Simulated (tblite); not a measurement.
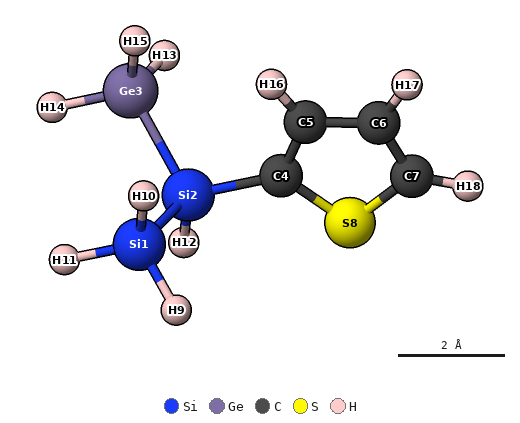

*The structure as given in the input (ball-and-stick view, seen at a tilt; atoms are numbered from 1 in the order of the input). Sticks mark near contacts.*

# C4H10GeSSi2: geometry relaxation (part 1 of 3)

System: C4H10GeSSi2.
Method: GFN2-xTB geometry optimisation, gas phase (tblite 0.8.0).

It belongs to a series of runs on one base structure; here: H on Si replaced by 2-thienyl.

## Output
```
step      E/eV     max force
  0    -605.06785    2.602
  1    -605.27046    0.780
  2    -605.32351    0.558
  3    -605.36099    0.509
  4    -605.39746    0.556
  5    -605.42357    0.413
  6    -605.44824    0.379
  7    -605.46700    0.305
  8    -605.48067    0.278
  9    -605.49018    0.312
 10    -605.49690    0.273
 11    -605.50211    0.204
 12    -605.50678    0.167
 13    -605.51090    0.152
 14    -605.51422    0.170
 15    -605.51643    0.136
 16    -605.51748    0.078
 17    -605.51797    0.058
 18    -605.51834    0.065
 19    -605.51866    0.051
 20    -605.51890    0.043
 21    -605.51909    0.038
 22    -605.51927    0.039
 23    -605.51946    0.039
 24    -605.51965    0.037
 25    -605.51983    0.033
 26    -605.52004    0.043
 27    -605.52031    0.053
 28    -605.52067    0.057
 29    -605.52108    0.068
 30    -605.52148    0.057
 31    -605.52189    0.072
 32    -605.52240    0.093
 33    -605.52302    0.089
 34    -605.52364    0.055
 35    -605.52407    0.051
 36    -605.52431    0.038
 37    -605.52450    0.040
 38    -605.52472    0.041
 39    -605.52497    0.060
 40    -605.52521    0.056
 41    -605.52543    0.040
 42    -605.52566    0.038
 43    -605.52588    0.041
 44    -605.52608    0.041
 45    -605.52625    0.026
 46    -605.52639    0.030
 47    -605.52652    0.033
 48    -605.52665    0.035
 49    -605.52677    0.029
 50    -605.52686    0.019
 51    -605.52691    0.016
 52    -605.52695    0.018
 53    -605.52701    0.020
 54    -605.52711    0.032
 55    -605.52727    0.042
 56    -605.52743    0.034
 57    -605.52753    0.018
 58    -605.52758    0.018
 59    -605.52764    0.020
 60    -605.52774    0.034
 61    -605.52788    0.039
 62    -605.52802    0.026
 63    -605.52811    0.026
 64    -605.52818    0.025
 65    -605.52828    0.035
 66    -605.52848    0.053
 67    -605.52883    0.064
 68    -605.52939    0.069
 69    -605.53015    0.083
 70    -605.53109    0.091
 71    -605.53215    0.098
 72    -605.53311    0.097
 73    -605.52629    0.406
 74    -605.53406    0.048
 75    -605.53449    0.042
 76    -605.53567    0.125
 77    -605.53652    0.068
 78    -605.53749    0.052
 79    -605.53956    0.060
 80    -605.53997    0.063
 81    -605.54068    0.055
 82    -605.54143    0.070
 83    -605.54253    0.081
 84    -605.54339    0.103
 85    -605.54435    0.092
 86    -605.54479    0.069
 87    -605.54525    0.057
 88    -605.54551    0.057
 89    -605.54572    0.042
 90    -605.54586    0.031
 91    -605.54601    0.029
 92    -605.54624    0.030
 93    -605.54654    0.041
 94    -605.54680    0.059
 95    -605.54705    0.038
 96    -605.54725    0.035
 97    -605.54735    0.025
 98    -605.54744    0.028
 99    -605.54758    0.020
100    -605.54778    0.018
101    -605.54785    0.017
102    -605.54790    0.017
103    -605.54795    0.018
104    -605.54803    0.016
105    -605.54813    0.021
106    -605.54822    0.024
107    -605.54831    0.023
108    -605.54840    0.021
109    -605.54855    0.025
110    -605.54876    0.024
111    -605.54896    0.024
112    -605.54911    0.024
113    -605.54921    0.025
114    -605.54930    0.026
115    -605.54939    0.053
116    -605.54949    0.027
117    -605.54960    0.023
118    -605.54981    0.037
119    -605.54991    0.030
120    -605.55003    0.022
121    -605.55008    0.016
122    -605.55013    0.016
123    -605.55019    0.016
124    -605.55024    0.012
125    -605.55027    0.009
```

## Trajectory as extended XYZ (Å, eV, eV/Å), 27 of the 126 frames kept, from step=0 to step=125
```
18
Properties=species:S:1:pos:R:3:forces:R:3 step=0 energy=-605.06785
Si   -2.3335   -1.1862   -0.4316   -0.9150  -1.0190  -0.0240
Si   -1.0246    0.6147   -0.5428    0.0650   0.9250  -0.0980
Ge   -1.3440    1.9072    1.3524   -0.0060   0.2260  -0.0570
C     0.7329    0.0668   -0.6055    0.8640  -0.7170   2.0140
C     1.4629   -0.4670    0.4665   -0.4450   0.3580  -0.6260
C     2.7543   -0.8514    0.0914    0.7160  -0.1910  -0.2790
C     3.0455   -0.6381   -1.2529    0.2350  -0.6220   2.0590
S     1.6893    0.0263   -1.9767   -0.1030   0.6480  -2.5180
H    -2.1237   -2.0172   -1.6238   -0.1450  -0.1010   0.1420
H    -2.0145   -1.9588    0.7787   -0.1400  -0.0630  -0.1200
H    -3.7490   -0.7530   -0.3710    0.2390  -0.2270   0.0060
H    -1.3417    1.3901   -1.7343    0.1150   0.2150  -0.2490
H    -0.4314    3.1527    1.2962   -0.4650  -0.3310   0.3920
H    -2.8303    2.3626    1.4016    0.7340  -0.0680   0.2690
H    -1.0202    1.0827    2.6115   -0.2080   0.5610  -0.2290
H     1.0706   -0.5715    1.4747    0.0890   0.0830  -0.3490
H     3.4694   -1.2750    0.7934   -0.2010   0.1210  -0.2630
H     3.9792   -0.8786   -1.7395   -0.4290   0.2030  -0.0690
18
Properties=species:S:1:pos:R:3:forces:R:3 step=5 energy=-605.42357
Si   -2.3716   -1.2356   -0.4377    0.1800   0.1770  -0.0440
Si   -1.0203    0.6402   -0.5594    0.0160  -0.2340  -0.2720
Ge   -1.3365    1.9217    1.3377    0.1460  -0.2050  -0.2600
C     0.7665    0.0618   -0.5860   -0.0920   0.0720  -0.0330
C     1.4783   -0.4633    0.4569   -0.1910   0.1150  -0.0810
C     2.7793   -0.8656    0.1084    0.0160   0.0030  -0.0500
C     3.0342   -0.6521   -1.2067    0.1600  -0.0420  -0.0640
S     1.7084    0.0405   -2.0471   -0.0740  -0.0260   0.3080
H    -2.1492   -2.0550   -1.6217   -0.1240  -0.1930  -0.0080
H    -2.0382   -1.9843    0.7739   -0.1030  -0.1270  -0.0180
H    -3.7578   -0.7854   -0.3683   -0.1300  -0.1380   0.0070
H    -1.3153    1.4259   -1.7725    0.1760   0.0140   0.0620
H    -0.4886    3.1306    1.3638    0.0780   0.3290   0.2370
H    -2.7436    2.3649    1.4484   -0.1930   0.1740   0.1660
H    -1.0504    1.1666    2.5861   -0.0090   0.0770   0.2010
H     1.0745   -0.5606    1.4505   -0.0390   0.0510   0.0130
H     3.4866   -1.2857    0.8018    0.0030  -0.0070  -0.0430
H     3.9350   -0.8584   -1.7397    0.1820  -0.0410  -0.1220
18
Properties=species:S:1:pos:R:3:forces:R:3 step=10 energy=-605.49690
Si   -2.3768   -1.2498   -0.4526   -0.0430  -0.0780  -0.0300
Si   -1.0197    0.6126   -0.6160   -0.0220   0.0470   0.1880
Ge   -1.3132    1.9199    1.3000   -0.0560   0.1640   0.2110
C     0.7709    0.0711   -0.5890    0.0280  -0.0170  -0.1540
C     1.4774   -0.4531    0.4529    0.0450  -0.0220   0.0090
C     2.7814   -0.8659    0.1081    0.0270   0.0400  -0.1360
C     3.0536   -0.6608   -1.2071   -0.0790   0.0710  -0.0650
S     1.7202    0.0410   -2.0387    0.0670  -0.0310   0.0320
H    -2.1952   -2.1173   -1.6144   -0.0690  -0.1010  -0.0080
H    -2.0754   -2.0215    0.7575   -0.0130  -0.0240  -0.0340
H    -3.7784   -0.8392   -0.3674   -0.0410  -0.0460  -0.0220
H    -1.2581    1.4541   -1.7922    0.0890   0.0300  -0.0850
H    -0.5099    3.1791    1.4513    0.0040   0.0140   0.0020
H    -2.7234    2.3992    1.5043    0.0050   0.0170  -0.0490
H    -1.0659    1.2270    2.6121    0.0410  -0.0260  -0.0410
H     1.0657   -0.5411    1.4432   -0.0010   0.0170   0.0600
H     3.4881   -1.2906    0.7972   -0.0070  -0.0160   0.0500
H     3.9502   -0.8583   -1.7608    0.0250  -0.0390   0.0740
18
Properties=species:S:1:pos:R:3:forces:R:3 step=14 energy=-605.51422
Si   -2.3872   -1.2669   -0.4652    0.0260   0.0660  -0.0200
Si   -1.0231    0.6187   -0.6014    0.0140   0.0570   0.0200
Ge   -1.3148    1.9494    1.3243    0.0220  -0.0440  -0.0660
C     0.7733    0.0664   -0.6006   -0.0720   0.0160   0.0410
C     1.4806   -0.4509    0.4476   -0.0210   0.0210  -0.0480
C     2.7849   -0.8603    0.0971   -0.0120  -0.0090   0.0590
C     3.0598   -0.6550   -1.2177    0.0100  -0.0310   0.1060
S     1.7289    0.0414   -2.0459   -0.0640   0.0220  -0.0550
H    -2.2260   -2.1594   -1.6131   -0.0320  -0.0290  -0.0060
H    -2.0896   -2.0394    0.7445    0.0090  -0.0240  -0.0060
H    -3.7929   -0.8675   -0.3731   -0.0250  -0.0220  -0.0310
H    -1.2178    1.4608   -1.8043    0.0520  -0.0940   0.1320
H    -0.5103    3.2052    1.4790    0.0090   0.0270   0.0030
H    -2.7269    2.4177    1.5111   -0.0340   0.0350  -0.0060
H    -1.0590    1.2343    2.6197    0.0190  -0.0120   0.0090
H     1.0673   -0.5302    1.4440    0.0820   0.0070  -0.1270
H     3.4802   -1.2904    0.7962    0.0310   0.0050  -0.0160
H     3.9639   -0.8676   -1.7538   -0.0140   0.0070   0.0120
18
Properties=species:S:1:pos:R:3:forces:R:3 step=19 energy=-605.51866
Si   -2.3885   -1.2652   -0.4703    0.0070   0.0070   0.0000
Si   -1.0236    0.6207   -0.5897    0.0090  -0.0420   0.0280
Ge   -1.3145    1.9552    1.3263    0.0000   0.0040   0.0210
C     0.7696    0.0675   -0.6026    0.0180  -0.0020  -0.0120
C     1.4807   -0.4484    0.4411    0.0000   0.0030   0.0140
C     2.7846   -0.8594    0.0988    0.0080   0.0040  -0.0150
C     3.0586   -0.6548   -1.2148   -0.0130   0.0040  -0.0320
S     1.7262    0.0404   -2.0497   -0.0090  -0.0130   0.0190
H    -2.2389   -2.1701   -1.6108   -0.0060   0.0010  -0.0160
H    -2.0913   -2.0445    0.7361    0.0090  -0.0080   0.0000
H    -3.7976   -0.8781   -0.3813   -0.0280   0.0020  -0.0220
H    -1.2009    1.4518   -1.7908    0.0010   0.0090   0.0010
H    -0.5099    3.2135    1.4845   -0.0050  -0.0050  -0.0070
H    -2.7297    2.4269    1.5101    0.0150   0.0090  -0.0030
H    -1.0540    1.2342    2.6206   -0.0010   0.0150  -0.0180
H     1.0750   -0.5268    1.4350   -0.0200   0.0010   0.0440
H     3.4825   -1.2887    0.7950    0.0150   0.0060   0.0110
H     3.9630   -0.8679   -1.7490    0.0000   0.0070  -0.0120
18
Properties=species:S:1:pos:R:3:forces:R:3 step=24 energy=-605.51965
Si   -2.3920   -1.2660   -0.4723   -0.0240  -0.0280  -0.0050
Si   -1.0213    0.6132   -0.5811   -0.0210   0.0210  -0.0090
Ge   -1.3136    1.9571    1.3274    0.0010   0.0050  -0.0110
C     0.7718    0.0660   -0.5993   -0.0160  -0.0130   0.0210
C     1.4830   -0.4479    0.4455    0.0160  -0.0060   0.0010
C     2.7865   -0.8581    0.0979    0.0090   0.0030   0.0100
C     3.0562   -0.6559   -1.2177    0.0040   0.0010   0.0150
S     1.7212    0.0366   -2.0493   -0.0020  -0.0100   0.0120
H    -2.2451   -2.1703   -1.6145    0.0030   0.0100  -0.0090
H    -2.0891   -2.0484    0.7318   -0.0120  -0.0010  -0.0090
H    -3.8043   -0.8814   -0.3925    0.0130  -0.0020  -0.0050
H    -1.1954    1.4485   -1.7805   -0.0050   0.0030  -0.0010
H    -0.5105    3.2150    1.4835    0.0110   0.0040  -0.0080
H    -2.7262    2.4334    1.5090   -0.0020   0.0030   0.0000
H    -1.0525    1.2381    2.6191    0.0000   0.0000   0.0270
H     1.0742   -0.5247    1.4403    0.0280   0.0020  -0.0150
H     3.4872   -1.2838    0.7944    0.0110   0.0080  -0.0090
H     3.9613   -0.8651   -1.7532   -0.0140   0.0010  -0.0040
18
Properties=species:S:1:pos:R:3:forces:R:3 step=29 energy=-605.52108
Si   -2.4043   -1.2765   -0.4794    0.0430   0.0490  -0.0180
Si   -1.0281    0.6061   -0.5719    0.0150  -0.0290  -0.0020
Ge   -1.3107    1.9613    1.3296    0.0000  -0.0110   0.0290
C     0.7667    0.0553   -0.5853    0.0060  -0.0060  -0.0190
C     1.4921   -0.4491    0.4542   -0.0230   0.0050   0.0060
C     2.7958   -0.8535    0.1006   -0.0070   0.0070  -0.0050
C     3.0538   -0.6560   -1.2177   -0.0120   0.0110  -0.0110
S     1.7081    0.0246   -2.0408   -0.0200   0.0020  -0.0300
H    -2.2519   -2.1670   -1.6310    0.0080  -0.0050  -0.0050
H    -2.0938   -2.0585    0.7227   -0.0370  -0.0120  -0.0150
H    -3.8145   -0.8862   -0.4130   -0.0050  -0.0090   0.0180
H    -1.1916    1.4477   -1.7685   -0.0050  -0.0050  -0.0060
H    -0.5038    3.2188    1.4754    0.0100  -0.0090  -0.0070
H    -2.7214    2.4455    1.5076   -0.0020   0.0000   0.0050
H    -1.0518    1.2484    2.6287   -0.0070   0.0250  -0.0080
H     1.0886   -0.5214    1.4498    0.0240  -0.0120   0.0510
H     3.5052   -1.2723    0.7918    0.0070   0.0070   0.0090
H     3.9527   -0.8609   -1.7643    0.0060  -0.0080   0.0080
18
Properties=species:S:1:pos:R:3:forces:R:3 step=34 energy=-605.52364
Si   -2.4137   -1.2797   -0.4998   -0.0320  -0.0330   0.0040
Si   -1.0322    0.5920   -0.5557    0.0150   0.0430   0.0290
Ge   -1.3071    1.9645    1.3387   -0.0070   0.0060  -0.0300
C     0.7592    0.0329   -0.5647    0.0070   0.0110   0.0250
C     1.5031   -0.4505    0.4728    0.0310   0.0010  -0.0050
C     2.8078   -0.8414    0.1027   -0.0020   0.0030  -0.0170
C     3.0445   -0.6521   -1.2211    0.0030  -0.0200  -0.0090
S     1.6791    0.0012   -2.0348    0.0130  -0.0240   0.0480
H    -2.2575   -2.1600   -1.6601    0.0170   0.0100   0.0060
H    -2.1225   -2.0800    0.6960   -0.0260  -0.0070  -0.0240
H    -3.8277   -0.8985   -0.4388    0.0150   0.0060   0.0110
H    -1.1889    1.4408   -1.7494    0.0040  -0.0160  -0.0020
H    -0.4867    3.2184    1.4561   -0.0080  -0.0290  -0.0020
H    -2.7140    2.4655    1.5072    0.0120  -0.0030   0.0050
H    -1.0531    1.2757    2.6483    0.0010   0.0050   0.0220
H     1.1279   -0.5203    1.4818   -0.0130   0.0160  -0.0510
H     3.5349   -1.2451    0.7869   -0.0330   0.0280  -0.0200
H     3.9379   -0.8569   -1.7776    0.0020   0.0040   0.0090
18
Properties=species:S:1:pos:R:3:forces:R:3 step=38 energy=-605.52472
Si   -2.4216   -1.2841   -0.5094    0.0100   0.0160   0.0020
Si   -1.0330    0.5881   -0.5430   -0.0160  -0.0250  -0.0090
Ge   -1.3062    1.9663    1.3416   -0.0020  -0.0100   0.0270
C     0.7568    0.0247   -0.5511    0.0020   0.0180  -0.0140
C     1.5124   -0.4499    0.4811   -0.0120   0.0150  -0.0040
C     2.8145   -0.8353    0.1016    0.0070  -0.0040   0.0080
C     3.0404   -0.6542   -1.2245    0.0020  -0.0100   0.0000
S     1.6648   -0.0137   -2.0272   -0.0070   0.0060  -0.0400
H    -2.2574   -2.1552   -1.6747    0.0160   0.0070  -0.0050
H    -2.1409   -2.0940    0.6799   -0.0140  -0.0270   0.0070
H    -3.8342   -0.9031   -0.4507   -0.0090   0.0160   0.0040
H    -1.1861    1.4343   -1.7396    0.0080  -0.0130   0.0030
H    -0.4792    3.2140    1.4463    0.0090   0.0040  -0.0010
H    -2.7083    2.4757    1.5079   -0.0110   0.0040   0.0020
H    -1.0538    1.2912    2.6599   -0.0010   0.0030   0.0010
H     1.1439   -0.5166    1.4911   -0.0170   0.0120   0.0080
H     3.5471   -1.2277    0.7832    0.0230  -0.0060   0.0210
H     3.9320   -0.8542   -1.7841    0.0130  -0.0050  -0.0110
18
Properties=species:S:1:pos:R:3:forces:R:3 step=43 energy=-605.52588
Si   -2.4274   -1.2864   -0.5144   -0.0070  -0.0220   0.0150
Si   -1.0357    0.5803   -0.5331    0.0210  -0.0070   0.0120
Ge   -1.3075    1.9645    1.3497    0.0030   0.0060  -0.0090
C     0.7574    0.0253   -0.5465    0.0060  -0.0200  -0.0180
C     1.5183   -0.4431    0.4848    0.0040   0.0000  -0.0090
C     2.8203   -0.8305    0.1020   -0.0080   0.0150  -0.0010
C     3.0378   -0.6604   -1.2278    0.0020   0.0160   0.0070
S     1.6558   -0.0270   -2.0298    0.0270  -0.0090   0.0300
H    -2.2476   -2.1455   -1.6868   -0.0060   0.0150  -0.0020
H    -2.1665   -2.1168    0.6660   -0.0020  -0.0100   0.0030
H    -3.8392   -0.8990   -0.4558    0.0050   0.0070  -0.0150
H    -1.1819    1.4221   -1.7327   -0.0090   0.0060  -0.0050
H    -0.4701    3.2077    1.4373   -0.0050  -0.0030   0.0020
H    -2.7075    2.4844    1.5106    0.0060   0.0000   0.0040
H    -1.0547    1.3044    2.6745   -0.0030  -0.0080   0.0090
H     1.1501   -0.5065    1.4961    0.0110   0.0210  -0.0140
H     3.5597   -1.2124    0.7848   -0.0200   0.0060  -0.0190
H     3.9300   -0.8549   -1.7905   -0.0240  -0.0140   0.0090
18
Properties=species:S:1:pos:R:3:forces:R:3 step=48 energy=-605.52665
Si   -2.4346   -1.2934   -0.5166    0.0030   0.0030   0.0010
Si   -1.0356    0.5693   -0.5213   -0.0160   0.0180  -0.0070
Ge   -1.3062    1.9641    1.3558    0.0050  -0.0100  -0.0090
C     0.7569    0.0165   -0.5431   -0.0100   0.0030   0.0070
C     1.5248   -0.4378    0.4887    0.0000   0.0050   0.0050
C     2.8260   -0.8212    0.1033    0.0090   0.0000  -0.0010
C     3.0362   -0.6601   -1.2282    0.0060  -0.0020  -0.0080
S     1.6493   -0.0408   -2.0278   -0.0150   0.0080  -0.0310
H    -2.2455   -2.1328   -1.7016   -0.0110   0.0010   0.0010
H    -2.1880   -2.1411    0.6545   -0.0050  -0.0030   0.0000
H    -3.8443   -0.8956   -0.4712    0.0110  -0.0010  -0.0060
H    -1.1807    1.4128   -1.7221   -0.0120  -0.0070   0.0160
H    -0.4626    3.2038    1.4289   -0.0010   0.0000   0.0080
H    -2.7030    2.4946    1.5133    0.0080  -0.0050   0.0000
H    -1.0566    1.3158    2.6882   -0.0020  -0.0030  -0.0060
H     1.1625   -0.4912    1.5019   -0.0010   0.0120   0.0120
H     3.5704   -1.1965    0.7823    0.0060  -0.0040   0.0190
H     3.9222   -0.8600   -1.7965    0.0240  -0.0150   0.0000
18
Properties=species:S:1:pos:R:3:forces:R:3 step=53 energy=-605.52701
Si   -2.4337   -1.2947   -0.5139    0.0060   0.0070  -0.0080
Si   -1.0364    0.5694   -0.5207    0.0070  -0.0180  -0.0020
Ge   -1.3048    1.9619    1.3557    0.0020   0.0040   0.0160
C     0.7570    0.0174   -0.5464    0.0100   0.0090   0.0000
C     1.5253   -0.4333    0.4869    0.0020   0.0070  -0.0020
C     2.8268   -0.8188    0.1027   -0.0050   0.0010   0.0020
C     3.0383   -0.6607   -1.2293   -0.0030  -0.0110   0.0070
S     1.6508   -0.0419   -2.0318    0.0040  -0.0130   0.0140
H    -2.2464   -2.1291   -1.7021   -0.0050  -0.0080  -0.0030
H    -2.1943   -2.1479    0.6544    0.0000   0.0020   0.0000
H    -3.8413   -0.8921   -0.4732   -0.0080   0.0010   0.0010
H    -1.1858    1.4108   -1.7205   -0.0140   0.0100  -0.0060
H    -0.4626    3.2021    1.4316    0.0040   0.0010   0.0050
H    -2.7006    2.4930    1.5147   -0.0020  -0.0040  -0.0040
H    -1.0579    1.3140    2.6890    0.0020  -0.0060  -0.0090
H     1.1625   -0.4815    1.5008    0.0080   0.0050  -0.0060
H     3.5688   -1.1950    0.7852   -0.0030   0.0090  -0.0070
H     3.9256   -0.8673   -1.7946   -0.0070   0.0020   0.0020
18
Properties=species:S:1:pos:R:3:forces:R:3 step=58 energy=-605.52758
Si   -2.4373   -1.2991   -0.5194   -0.0070   0.0040  -0.0070
Si   -1.0362    0.5630   -0.5151   -0.0020   0.0080  -0.0010
Ge   -1.2992    1.9601    1.3605   -0.0030  -0.0070  -0.0040
C     0.7602    0.0211   -0.5451   -0.0050  -0.0100  -0.0010
C     1.5328   -0.4191    0.4897   -0.0010  -0.0010   0.0030
C     2.8314   -0.8113    0.1044    0.0050   0.0070   0.0050
C     3.0372   -0.6703   -1.2301    0.0030   0.0070   0.0020
S     1.6468   -0.0599   -2.0335    0.0000  -0.0030  -0.0030
H    -2.2545   -2.1258   -1.7142    0.0050  -0.0070   0.0040
H    -2.2131   -2.1637    0.6443    0.0050   0.0130  -0.0100
H    -3.8432   -0.8882   -0.4861   -0.0020   0.0020   0.0070
H    -1.2046    1.4087   -1.7106    0.0060  -0.0050   0.0000
H    -0.4545    3.1994    1.4356    0.0000  -0.0090   0.0070
H    -2.6947    2.4937    1.5141    0.0000  -0.0010   0.0000
H    -1.0580    1.3117    2.6939    0.0050  -0.0040   0.0020
H     1.1774   -0.4576    1.5062   -0.0100   0.0150   0.0040
H     3.5760   -1.1782    0.7882    0.0070   0.0010   0.0030
H     3.9246   -0.8781   -1.7943   -0.0070  -0.0100  -0.0100
```
